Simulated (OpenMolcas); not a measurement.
# SnH2Cl2 (SMILES [Cl][SnH2][Cl]): a chain of runs

We compute the energy (HF/ANO-RCC-MB), then a single-point energy (CASSCF(2,2)/ANO-RCC-VDZP), then an energy scan (CASPT2(2,2)/ANO-RCC-VDZP), then the energy along one coordinate (SC-NEVPT2(2,2)/ANO-RCC-VDZP), then an energy scan (MC-PDFT[tPBE](2,2)/ANO-RCC-VDZP) of SnH2Cl2. 

Program for the calculation: OpenMolcas 26.06.

### 1 The molecule

The species is SnH2Cl2 (5 atoms), meant as a singlet with charge 0. SMILES: `[Cl][SnH2][Cl]`. The shape is that of a PBE0-D4/def2-TZVP optimisation.

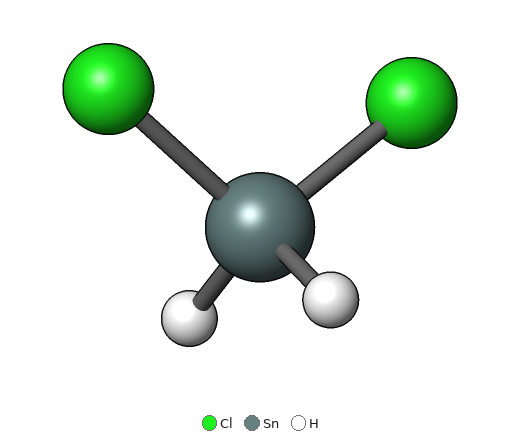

The structure, seen from a chosen angle (chlorine green, tin teal, hydrogen white).

### 2 The energy at HF/ANO-RCC-MB (DKH2) (run 1)

input.xyz

```xyz
5

Cl    -1.795300    -0.326200     1.206500
Sn     0.192400    -0.102900     0.038600
Cl    -0.250400     1.295500    -1.753900
H      0.602200    -1.626300    -0.582100
H      1.301000     0.686300     1.049400
```

step1.input

```
* Cl2H2Sn Hartree-Fock

&gateway
 coord
 input.xyz
 basis
 ANO-RCC-MB
 group
 NoSym

&seward

&scf
 prorbitals
 0

&localisation
 occupied
 freeze
 pipek-mezey

&localisation
 fileorb
 $Project.LocOrb
 virtual
 pipek-mezey
```

Launch:

```
$ export MOLCAS_MEM=1860
$ pymolcas step1.input > step1.log
```

Output:

```text
--- Start Module: gateway ---
[...]
--- Stop Module: gateway /rc=_RC_ALL_IS_WELL_ ---
[...]
      Basis functions           47
[...]
       Convergence after   8 Iterations
[...]
::    Total SCF energy                              -7095.3892519245
[...]
      Total spin, S                                     0.0000000000
[...]
      Total electronic charge=   86.000000
      Total            charge=   -0.000000
[...]
      Dipole Moment (debye):
      Origin of the operator (angstrom)=   -0.2426    0.1074   -0.0732
                   X=  3.0585E+00               Y= -1.4788E+00               Z=  7.8602E-01           Total=  3.4870E+00
      Quadrupole Moment (debye*angstrom):
[...]
--- Start Module: localisation ---
[...]
--- Stop Module: localisation /rc=_RC_ALL_IS_WELL_ ---
--- Start Module: localisation ---
[...]
--- Stop Module: localisation /rc=_RC_ALL_IS_WELL_ ---
[...]
```

Wall time 5.1 s (1 thread of Arm Neoverse V1, shared host); peak memory 0.41 GiB.

### 3 The energy at CASSCF(2,2)/ANO-RCC-VDZP (DKH2, RICD fitting) (run 2)

input.xyz is that of step 2.

step2.inp

```
* Cl2H2Sn CASSCF
>>> EXPORT MOLCAS_PRINT=2

&GATEWAY
  Coord=input.xyz
  Basis=ANO-RCC-MB
  Group=NoSym

&SEWARD

&RASSCF
  FileOrb=$CurrDir/step1.LocOrb
  Alter=2
  1 36 43
  1 44 46
  Spin=1
  Nactel=2 0 0
  Inactive=42
  Ras2=2
  OrbListing=Nothing
>>> COPY $Project.RunFile RUNFIL1
>>> COPY $Project.RasOrb INPORB

&GATEWAY
  Coord=input.xyz
  Basis=ANO-RCC-VDZP
  Group=NoSym
  RICD

&SEWARD
>>> COPY $Project.RunFile RUNFIL2

&EXPBAS

&RASSCF
  FileOrb=$Project.ExpOrb
  Spin=1
  Nactel=2 0 0
  Inactive=42
  Ras2=2
  OrbListing=Nothing
```

Launch:

```
$ export MOLCAS_MEM=1860
$ pymolcas step2.inp > step2.log
```

Output:

```text
--- Start Module: gateway ---
[...]
--- Stop Module: gateway /rc=_RC_ALL_IS_WELL_ ---
[...]
      Basis functions           47
[...]
      Number of active orbitals                  2
[...]
      Spin quantum number                      0.0
[...]
      Active orbitals                            2
[...]
      Number of CSFs                             3
[...]
      Number of root(s) required                 1
[...]
      Convergence after  9 iterations
[...]
      printout of CI-coefficients larger than  0.05 for root  1
      energy=   -7095.405435
      conf/sym  11     Coeff  Weight
             1  20   0.99132 0.98271
             3  02  -0.13148 0.01729
      Natural orbitals and occupation numbers for root  1
      sym 1:   1.965426   0.034574
      ************************************************************************************************************************
      *                                                    Final results                                                     *
[...]
::    RASSCF root number  1 Total energy:  -7095.40543543
[...]
      Basis functions           89
[...]
--- Start Module: expbas ---
[...]
--- Stop Module: expbas /rc=_RC_ALL_IS_WELL_ ---
--- Start Module: rasscf ---
[...]
      Convergence after 12 iterations
[...]
      Natural orbitals and occupation numbers for root  1
      sym 1:   1.972545   0.027455
      ************************************************************************************************************************
      *                                                    Final results                                                     *
[...]
::    RASSCF root number  1 Total energy:  -7095.56424318
[...]
      Total electronic charge=   86.000000
      Total            charge=   -0.000000
[...]
      Dipole Moment (debye):
      Origin of the operator (angstrom)=   -0.2426    0.1074   -0.0732
                   X=  2.8743E+00               Y= -1.4775E+00               Z=  6.9052E-01           Total=  3.3047E+00
      Quadrupole Moment (debye*angstrom):
[...]
--- Stop Module: rasscf /rc=_RC_ALL_IS_WELL_ ---
[...]
```

Run time: 21 s. Hardware: 1 thread of Arm Neoverse V1, shared host; peak memory 0.41 GiB.

### 4 An energy scan at CASPT2(2,2)/ANO-RCC-VDZP (DKH2, RICD fitting, ipea shift 0.25 Eh, pt2 variant SS) (run 3)

step3.input

```
* Cl2H2Sn CASPT2
>>> EXPORT MOLCAS_PRINT=2
>>> COPY $CurrDir/step2.RasOrb $Project.RasOrb
>>> ForEach K in (1, 2, 3, 4, 5, 6, 7, 8, 9)

&GATEWAY
  Coord
  $CurrDir/point$K.xyz
  Basis
  ANO-RCC-VDZP
  Group
  NoSym
  RICD

&SEWARD

&RASSCF
  FileOrb
  $Project.RasOrb
  Spin
  1
  Nactel
  2 0 0
  Inactive
  42
  Ras2
  2
  OrbListing
  Nothing

&CASPT2
  Imaginary
  0.2
  Frozen
  28
>>> EndDo
```

Launch:

```
$ export MOLCAS_MEM=1860
$ pymolcas step3.input > step3.log
```

Output (excerpt; [...] marks lines left out):

```text
[...]
      Basis functions           89
[...]
      Number of active orbitals                  2
[...]
      Spin quantum number                      0.0
[...]
      Active orbitals                            2
[...]
      Number of CSFs                             3
[...]
      Number of root(s) required                 1
[...]
      Convergence after  9 iterations
[...]
      Natural orbitals and occupation numbers for root  1
      sym 1:   1.980857   0.019143
      ************************************************************************************************************************
      *                                                    Final results                                                     *
[...]
::    RASSCF root number  1 Total energy:  -7095.55267571
[...]
      E2 (Variational):          -0.6912923351
[...]
::    CASPT2 Root  1     Total energy:  -7096.24396804
[...]
      Convergence after  8 iterations
[...]
      Natural orbitals and occupation numbers for root  1
      sym 1:   1.972561   0.027439
      ************************************************************************************************************************
      *                                                    Final results                                                     *
[...]
      Convergence after 10 iterations
[...]
      Natural orbitals and occupation numbers for root  1
      sym 1:   1.693133   0.306867
      ************************************************************************************************************************
      *                                                    Final results                                                     *
[...]
      Convergence after 10 iterations
[...]
      Natural orbitals and occupation numbers for root  1
      sym 1:   1.441680   0.558320
      ************************************************************************************************************************
      *                                                    Final results                                                     *
[...]
      Convergence after  9 iterations
[...]
::    RASSCF root number  1 Total energy:  -7095.45329648
[...]
::    CASPT2 Root  1     Total energy:  -7096.13453566
[...]
      Convergence after  8 iterations
[...]
::    RASSCF root number  1 Total energy:  -7095.45193863
[...]
      E2 (Variational):          -0.6806806833
[...]
::    CASPT2 Root  1     Total energy:  -7096.13261931
[...]
```

Wall time 2.4 min (1 thread of Arm Neoverse V1, shared host); peak memory 0.37 GiB.

The scan, from its lowest point:

```csv
H4–Sn2 (Å),energy (kJ/mol)
1.526,23.9
1.695,0.0
1.865,18.3
2.119,77.6
2.458,164.0
2.882,243.9
3.391,291.8
4.069,311.2
5.086,316.2
```

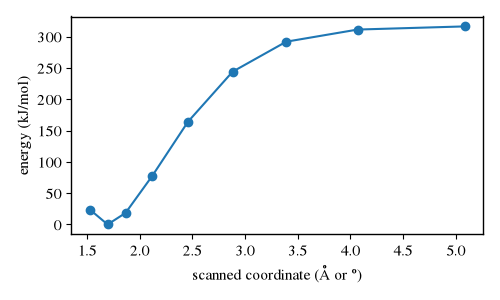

Energy along the scan.

### 5 The energy along one coordinate at SC-NEVPT2(2,2)/ANO-RCC-VDZP (DKH2, RICD fitting, pt2 variant SC-NEVPT2) (run 4)

step4.input

```
>>> EXPORT MOLCAS_PRINT=2
>>> COPY $CurrDir/step2.RasOrb $Project.RasOrb
>>> ForEach K in (1, 2, 3, 4, 5, 6, 7, 8, 9)

&gateway
  coord
  $CurrDir/point$K.xyz
  basis
  ANO-RCC-VDZP
  group
  NoSym
  ricd

&seward

&rasscf
  fileorb
  $Project.RasOrb
  spin
  1
  nactel
  2 0 0
  inactive
  42
  ras2
  2
  orblisting
  Nothing

&caspt2
  sc-nevpt2
  frozen
  28
>>> EndDo
```

Launch:

```
$ export MOLCAS_MEM=1860
$ pymolcas step4.input > step4.log
```

Output (excerpt; [...] marks lines left out):

```text
[...]
      Basis functions           89
[...]
      Number of active orbitals                  2
[...]
      Spin quantum number                      0.0
[...]
      Active orbitals                            2
[...]
      Number of CSFs                             3
[...]
      Number of root(s) required                 1
[...]
      Convergence after  9 iterations
[...]
      Natural orbitals and occupation numbers for root  1
      sym 1:   1.980857   0.019143
      ************************************************************************************************************************
      *                                                    Final results                                                     *
[...]
::    RASSCF root number  1 Total energy:  -7095.55267571
[...]
      E2 (Variational):          -0.6856698009
[...]
::    SC-NEVPT2 Root  1     Total energy:  -7096.23831083
[...]
      Convergence after  8 iterations
[...]
      Natural orbitals and occupation numbers for root  1
      sym 1:   1.972561   0.027439
      ************************************************************************************************************************
      *                                                    Final results                                                     *
[...]
      Convergence after 10 iterations
[...]
      Natural orbitals and occupation numbers for root  1
      sym 1:   1.693133   0.306867
      ************************************************************************************************************************
      *                                                    Final results                                                     *
[...]
      Convergence after 10 iterations
[...]
      Natural orbitals and occupation numbers for root  1
      sym 1:   1.441680   0.558320
      ************************************************************************************************************************
      *                                                    Final results                                                     *
[...]
      Convergence after  9 iterations
[...]
::    RASSCF root number  1 Total energy:  -7095.45329648
[...]
::    SC-NEVPT2 Root  1     Total energy:  -7096.13336899
[...]
      Convergence after  8 iterations
[...]
::    RASSCF root number  1 Total energy:  -7095.45193863
[...]
      E2 (Variational):          -0.6796959929
[...]
::    SC-NEVPT2 Root  1     Total energy:  -7096.13163462
[...]
```

Wall time 2.4 min (1 thread of Arm Neoverse V1, shared host); peak memory 0.37 GiB.

The scan, from its lowest point:

```csv
H4–Sn2 (Å),energy (kJ/mol)
1.526,25.9
1.695,0.0
1.865,16.8
2.119,74.3
2.458,159.0
2.882,237.4
3.391,283.4
4.069,301.4
5.086,305.9
```

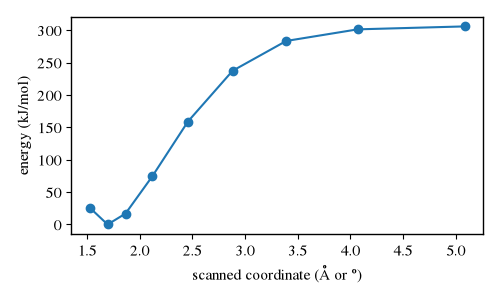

Energy along the scan.

### 6 The energy along one coordinate at MC-PDFT[tPBE](2,2)/ANO-RCC-VDZP (DKH2, RICD fitting) (run 5)

step5.input

```
>>> COPY $CurrDir/step2.RasOrb $Project.RasOrb
>>> ForEach K in (1, 2, 3, 4, 5, 6, 7, 8, 9)
&GATEWAY
Coord=$CurrDir/point$K.xyz
Basis=ANO-RCC-VDZP
Group=NoSym
RICD
&SEWARD
&RASSCF
FileOrb=$Project.RasOrb
Spin=1
Nactel=2 0 0
Inactive=42
Ras2=2
OrbListing=Nothing
&MCPDFT
KSDFT=T:PBE
>>> EndDo
```

Launch:

```
$ export MOLCAS_MEM=1860
$ pymolcas step5.input > step5.log
```

Output (excerpt; [...] marks lines left out):

```text
--- Start Module: gateway ---
[...]
      Basis functions           89
[...]
      Number of active orbitals                  2
[...]
      Spin quantum number                      0.0
[...]
      Active orbitals                            2
[...]
      Number of CSFs                             3
[...]
      Number of root(s) required                 1
[...]
      Convergence after  9 iterations
[...]
      Natural orbitals and occupation numbers for root  1
      sym 1:   1.980857   0.019143
      ************************************************************************************************************************
      *                                                    Final results                                                     *
[...]
::    RASSCF root number  1 Total energy:  -7095.55267571
[...]
::    MCPDFT root number  1 Total energy:  -7098.95050498
[...]
      Convergence after  8 iterations
[...]
      Natural orbitals and occupation numbers for root  1
      sym 1:   1.972561   0.027439
      ************************************************************************************************************************
      *                                                    Final results                                                     *
[...]
      Convergence after 10 iterations
[...]
      Natural orbitals and occupation numbers for root  1
      sym 1:   1.693133   0.306867
      ************************************************************************************************************************
      *                                                    Final results                                                     *
[...]
      Convergence after 10 iterations
[...]
      Natural orbitals and occupation numbers for root  1
      sym 1:   1.441680   0.558320
      ************************************************************************************************************************
      *                                                    Final results                                                     *
[...]
      Convergence after  9 iterations
[...]
::    RASSCF root number  1 Total energy:  -7095.45329648
[...]
::    MCPDFT root number  1 Total energy:  -7098.84189072
[...]
      Convergence after  8 iterations
[...]
::    RASSCF root number  1 Total energy:  -7095.45193863
[...]
      Total electronic charge=   86.000000
      Total            charge=   -0.000000
[...]
::    MCPDFT root number  1 Total energy:  -7098.84109421
[...]
```

Run time: 2.4 min. Hardware: 1 thread of Arm Neoverse V1, shared host; peak memory 0.37 GiB.

The scan, from its lowest point:

```csv
H4–Sn2 (Å),energy (kJ/mol)
1.526,27.4
1.695,0.0
1.865,14.3
2.119,69.0
2.458,154.1
2.882,239.8
3.391,293.7
4.069,312.5
5.086,314.6
```

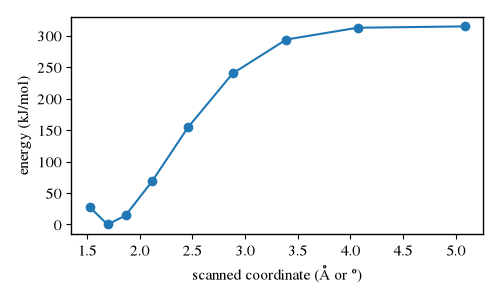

Energy along the scan.

### 7 Outcome

| quantity | value |
| --- | --- |
| run 1, HF/ANO-RCC-MB: total energy | -7095.38925 Eh |
| run 1, HF/ANO-RCC-MB: dipole moment | 3.49 D |
| run 1, HF/ANO-RCC-MB: HOMO energy | -12.60 eV |
| run 1, HF/ANO-RCC-MB: LUMO energy | 1.31 eV |
| run 1, HF/ANO-RCC-MB: HOMO–LUMO gap | 13.91 eV |
| run 2, CASSCF(2,2)/ANO-RCC-VDZP: total energy | -7095.56424 Eh |
| run 2, CASSCF(2,2)/ANO-RCC-VDZP: dipole moment (CASSCF density) | 3.30 D |
| run 3, CASPT2(2,2)/ANO-RCC-VDZP: lowest energy of the scan | -7096.25306 Eh |
| run 4, SC-NEVPT2(2,2)/ANO-RCC-VDZP: lowest energy of the scan | -7096.24816 Eh |
| run 5, MC-PDFT[tPBE](2,2)/ANO-RCC-VDZP: lowest energy of the scan | -7098.96092 Eh |

In words: Mulliken charges (run 1, HF/ANO-RCC-MB) run from -0.42 on Cl1 to +0.93 on Sn2; they depend strongly on the basis.
